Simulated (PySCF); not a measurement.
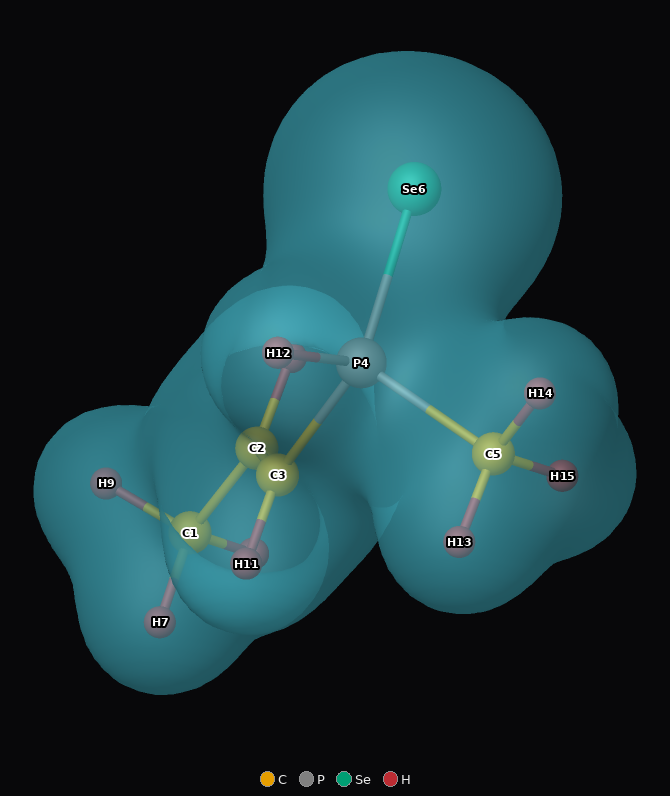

*C4H9PSe. Isosurface of the electron density at 0.1 e/Å³ (cyan), seen at an oblique angle.*

Geometry: GFN2-xTB.

Level of theory: wB97X-D/def2-SVPD, SCF density, gas phase (PySCF).

```xyz
15

C     2.6781   -0.3746    0.2891
C     1.3659    0.2947    0.1086
C     0.2774   -0.2672   -0.4028
P    -1.2568    0.6702   -0.5540
C    -2.5331   -0.3342    0.2933
Se   -1.1991    2.6688    0.0180
H     2.6491   -1.4103   -0.0411
H     2.9675   -0.3411    1.3390
H     3.4426    0.1594   -0.2743
H     1.3090    1.3309    0.4261
H     0.2564   -1.2944   -0.7439
H    -1.5986    0.4527   -1.8942
H    -2.5391   -1.3586   -0.0727
H    -3.5037    0.1309    0.1245
H    -2.3199   -0.3193    1.3624
```

How is the density connected at this value?

Answer. At this value the surface is in one piece. It bridges the sampled C–C (1.33 Å), C–P (1.80 Å), P–Se (2.08 Å) and C–H (1.08 Å) contacts, where the density stays above the isovalue. On the grid the lowest density along these lines, outside the cores, is 2.3 e/Å³ (C–C, 1.33 Å), 1.1 e/Å³ (C–P, 1.80 Å), 0.97 e/Å³ (P–Se, 2.08 Å) and 1.9 e/Å³ (C–H, 1.08 Å).
